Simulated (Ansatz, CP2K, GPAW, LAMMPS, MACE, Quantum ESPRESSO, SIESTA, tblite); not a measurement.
# Running amorphous Ge (61 atoms) with GPAW, part 2 of 2

How do the settings of GPAW change the result for amorphous Ge (61 atoms)? A plane-wave run serves as the yardstick.

Program: GPAW 26.7.0; the method stands at each step. Banners, paths, timers and routine set-up lines are dropped from the logs unmarked, and long logs keep their key lines alone; longer cuts are marked.

So far. Step 4 (PBE, LCAO dzp, h 0.25 Å): Against the first run (18 %), the force difference from the reference is 20 %, at 0.70 times the CPU time: the grid matters here. Step 5 (PBE, LCAO szp(dzp), h 0.2 Å): Against the first run (18 %), the force difference from the reference is 50 %, at 0.74 times the CPU time, with 549 basis functions against 793: the smaller basis costs accuracy.

**6. PBE, LCAO dzp, h 0.2 Å, other mixer settings**

Method: Kohn-Sham DFT, PBE, PAW, atomic orbitals (dzp).

run.py

```python
import numpy as np
from ase.io import read
from gpaw import GPAW, FermiDirac, Mixer

atoms = read("structure.xyz")
atoms.calc = GPAW(
    mode="lcao",
    basis="dzp",
    h=0.2,
    xc="PBE",
    kpts={"size": (1, 1, 1), "gamma": True},
    occupations=FermiDirac(0.05),
    mixer=Mixer(0.03, 7, 100),
    maxiter=200,
    symmetry={"point_group": False},
    txt="gpaw.txt",
)
energy = atoms.get_potential_energy(force_consistent=True)
forces = atoms.get_forces()
print(f"energy {energy:.6f} eV")
print("forces (eV/A)")
for i, (a, f) in enumerate(zip(atoms, forces)):
    print(f"{i:4d} {a.symbol:2s} {f[0]:10.5f} {f[1]:10.5f} {f[2]:10.5f}")
print(f"Fermi level {atoms.calc.get_fermi_level():.4f} eV")
for k in range(len(atoms.calc.get_ibz_k_points())):
    for s in range(atoms.calc.get_number_of_spins()):
        e = atoms.calc.get_eigenvalues(kpt=k, spin=s)
        n = np.searchsorted(e, atoms.calc.get_fermi_level())
        print(f"k {k} spin {s} levels about the Fermi level:", np.round(e[max(n - 6, 0):n], 4).tolist(), "|", np.round(e[n:n + 6], 4).tolist())
```

structure.xyz

```xyz
61
Lattice="11.51210 0.00000 0.00000 0.00000 11.51210 0.00000 0.00000 0.00000 11.51210" Properties=species:S:1:pos:R:3 pbc="T T T"
[... 61 atom lines left out: the same atoms as in the first run ...]
```

Run with:

```
OMP_NUM_THREADS=1 python run.py > output.txt
```

What it wrote:

```text
energy -253.868415 eV
forces (eV/A)
   0 Ge   -0.19399    0.43768   -0.02906
   1 Ge   -0.07319   -0.14913   -0.23368
   2 Ge   -0.11279   -0.31555   -0.00349
   3 Ge   -0.20762    0.10358   -0.09272
   4 Ge   -0.18676   -0.01328    0.17390
   5 Ge   -0.43576    0.08114    0.05526
   6 Ge    0.13275    0.25388    0.04998
   7 Ge    0.11347   -0.00340   -0.13601
   8 Ge    0.38345   -0.15975    0.23103
   9 Ge   -0.01353   -0.29630   -0.14018
  10 Ge    0.05570   -0.13248   -0.39730
  11 Ge   -0.16291   -0.39849    0.04611
  12 Ge   -0.09227   -0.01838   -0.19478
  13 Ge    0.12444   -0.04449   -0.08719
  14 Ge    0.09096    0.36640    0.07619
  15 Ge   -0.09561   -0.12515   -0.15611
  16 Ge   -0.11052    0.03338    0.21990
  17 Ge    0.19833   -0.13257    0.13238
  18 Ge   -0.14426   -0.05146    0.31566
  19 Ge    0.03367   -0.07823   -0.73316
  20 Ge    0.32451    0.14365    0.03823
  21 Ge    0.56507    0.33826   -0.75988
  22 Ge    0.03704   -0.01924    0.06004
  23 Ge    0.29871   -0.24332    0.06011
[...]
53 Ge    0.03409    0.33346   -0.20560
  54 Ge    0.22017    0.18426    0.10309
  55 Ge   -0.41102   -0.11013   -0.30204
  56 Ge    0.35206    0.38938    0.07688
  57 Ge    0.37053   -0.00377    0.02772
  58 Ge   -0.07940   -0.41091   -0.17650
  59 Ge    0.23687   -0.09659    0.28395
  60 Ge   -0.29444    0.20960    0.00183
Fermi level 4.8451 eV
k 0 spin 0 levels about the Fermi level: [4.1558, 4.3349, 4.3576, 4.3965, 4.5308, 4.786] | [4.9234, 4.9797, 5.2179, 5.2707, 5.439, 5.4963]
```

gpaw.txt:

```text
Input parameters:
  mode=LCAO(),
  basis={'default': 'dzp'},
  h=0.2,
  kpts=MonkhorstPack(size=(1, 1, 1), gamma=True),
  maxiter=200,
  mixer=Pulay(name='pulay', nmaxold=7, beta=0.03, weight=100, sigma=0.015, g_ss=None),
  occupations=Occupations(name='fermi-dirac', width=0.05, fixmagmom=False),
  symmetry=Symmetry(point_group=False),
  xc=XC(name='PBE')
Unit cell  # Å
[... lines left out ...]
  Fermi-Dirac:
[... lines left out ...]
convergence criteria:
- Maximum [total energy] change in last 3 cyles: 0.0005 eV / valence electron
[... lines left out ...]
Converged in 20 steps
[... lines left out ...]
  Free energy:    -253.868415
  Extrapolated:   -253.805227
dipole moment: (192.972425, 96.578050, -9.528924)  # |e|*Ang
Fermi level: 4.845
Eigenvalues  # (at kpt = [0.000, 0.000, 0.000])
| band index |      eig [eV] | occ [0-2] |
|------------|---------------|-----------|
|          0 |        -7.441 |     2.000 |
|        ... |               |           |
|        114 |         4.017 |     2.000 |
|        115 |         4.066 |     2.000 |
[...]
|        129 |         5.826 |     0.000 |
|        ... |               |           |
|        150 |         7.374 |     0.000 |
Gap: 0.137 eV
Transition (v -> c):
  (s=0, k=0, n=121, [0.00, 0.00, 0.00]) -> (s=0, k=0, n=122, [0.00, 0.00, 0.00])
No difference between direct/indirect transitions
Force computation time: 22.264  # s
timing:  # [seconds]
  Total:  232.075  # ━━━━━━━━━━━━━━━━━━━━━━━━━━━━━━━━━━━━━━━━━━━━━━━━━━━━━━━━
  Init:     7.947  # ━━
  SCF:    201.834  # ━━━━━━━━━━━━━━━━━━━━━━━━━━━━━━━━━━━━━━━━━━━━━━━━╸
  Forces:  22.264  # ━━━━━╸
```

The job ended after 3.9 min (1 thread of Arm Neoverse V1, shared host; peak memory 1.2 GiB).

Compared with the plane-wave run:

```yaml
r_m_s_force_component: 0.2557 eV/Å
r_m_s_difference_of_force_components: 42.32 meV/Å
longest_difference_of_force_vectors: 178.2 meV/Å
force_difference_over_r_m_s_force: 17.72 %
slope_of_forces_against_the_reference_s: 1.058
correlation_of_force_components: 0.9877
energy_less_the_same_level_run_s: 0 meV/atom
r_m_s_force_difference_from_the_same_level_run: 1.277 meV/Å
```

Against the first run (18 %), the force difference from the reference is 18 %, at 1.3 times the CPU time: another solver or mixer reaches the same state.

**7. The ladder**

Differences are against the plane-wave reference, forces as r.m.s. over components; share is that over the reference's r.m.s. force, slope the least-squares factor from reference forces to these. Total energies of different programs have different zeros and aren't compared.

```
                                              run  Δ force, r.m.s. (meV/Å)  share (%)  slope  cores  CPU time  memory (GiB)
                                        reference                        -          -      -      4    13 min           4.4
                      GPAW PBE, LCAO dzp, h 0.2 Å                     42.9       17.9  1.058      1     3 min           1.3
                     GPAW RPBE, LCAO dzp, h 0.2 Å                     57.2       23.9  1.077      1     3 min           1.3
            GPAW PBE, LCAO dzp, h 0.25 Å (coarse)                     46.8       19.6  1.049      1   2.1 min          0.86
        GPAW PBE, LCAO szp(dzp), h 0.2 Å (coarse)                      121       50.5  1.169      1   2.2 min           1.2
GPAW PBE, LCAO dzp, h 0.2 Å, other mixer settings                     42.3       17.7  1.058      1   3.9 min           1.2
```

Rows marked coarse were listed beforehand as settings not expected to be converged; some can still land near the reference.

CPU time is summed over cores on a shared host, where runs went side by side, so it is rough. Symmetry, cutoffs, thresholds, outputs and thread counts weren't matched or tuned between programs; memory under MPI is the largest rank's times the ranks.

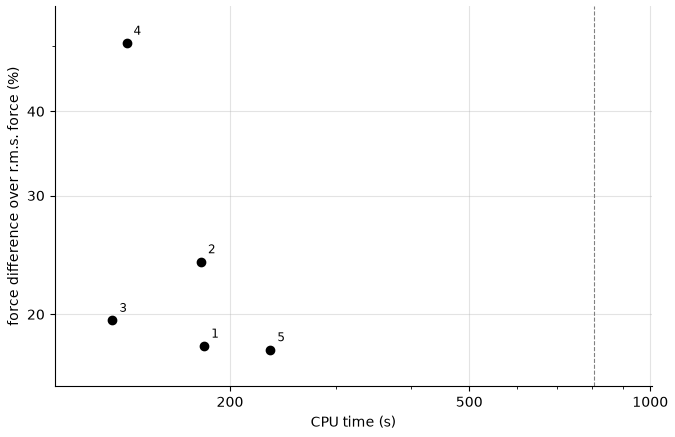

Force difference against CPU time; the dashed line marks the reference's time. Points: 1 GPAW PBE, LCAO dzp, h 0.2 Å; 2 GPAW RPBE, LCAO dzp, h 0.2 Å; 3 GPAW PBE, LCAO dzp, h 0.25 Å; 4 GPAW PBE, LCAO szp(dzp), h 0.2 Å; 5 GPAW PBE, LCAO dzp, h 0.2 Å, other mixer settings.

Within one program, basis, potentials and functional, energies share a zero. Each run against its twin at the usual cutoff or grid and solver:

```
                                              run               twin  Δ energy (meV/atom)  Δ force, r.m.s. (meV/Å)  CPU time over the twin's
                     GPAW PBE, LCAO dzp, h 0.25 Å  LCAO dzp, h 0.2 Å                 14.6                     24.2                      0.70
GPAW PBE, LCAO dzp, h 0.2 Å, other mixer settings  LCAO dzp, h 0.2 Å                    0                     1.28                       1.3
```

**8. Results**

| Property | Result |
| --- | --- |
| nearest in forces | a tie at 18 % of 2 runs: GPAW PBE, LCAO dzp, h 0.2 Å; GPAW PBE, LCAO dzp, h 0.2 Å, other mixer settings |

In words: The PBE runs in local orbitals, coarse settings apart, differ by 18 % in each run; basis, grid and potentials can all enter. Rows with another functional or a dispersion term differ by 24 % (GPAW RPBE, LCAO dzp, h 0.2 Å), which mixes the change of model with differences of basis and potentials. Runs with settings chosen to be coarse differ by 20 % (GPAW PBE, LCAO dzp, h 0.25 Å) to 50 % (GPAW PBE, LCAO szp(dzp), h 0.2 Å), their programs' other errors included. Of the electronic-structure runs that take under half the reference's CPU time, GPAW PBE, LCAO dzp, h 0.2 Å, other mixer settings is among the nearest, at 18 % in 3.9 min against 13 min. The potentials hold different valence shells: 854 electrons in the reference, 244 in GPAW; this bears on time and differences. GPAW's setups keep the filled d shell of Ge in the core. The quench rate of 5 K/ps is many orders above laboratory rates, so the cell is likely richer in defects and strain than a real sample. The network of bonds at the start is that of the classical potential that made the cell, and needn't be the one that DFT or experiment would give. The reference's stress is far from hydrostatic: its diagonal is -1.9, 0.2, 2.7 GPa, compression counted positive. The electronic-structure runs sample only Γ, in a cell whose shortest periodic width is 12 Å, which is coarse for a cell with partly filled levels.

[Also dropped from logs without a mark: logging warnings of Python, and SIESTA's first energy breakdown and zero terms.]

[Logs are printed without paths, hosts, clocks, repeated set-up lines and the standing remarks that a program may print on its own settings, such as how far it seeks lower states.]

[Hosts, paths, dates, database ids (printed as entryN), source tags and the programs' standing remarks are cut or masked in the printed files.]
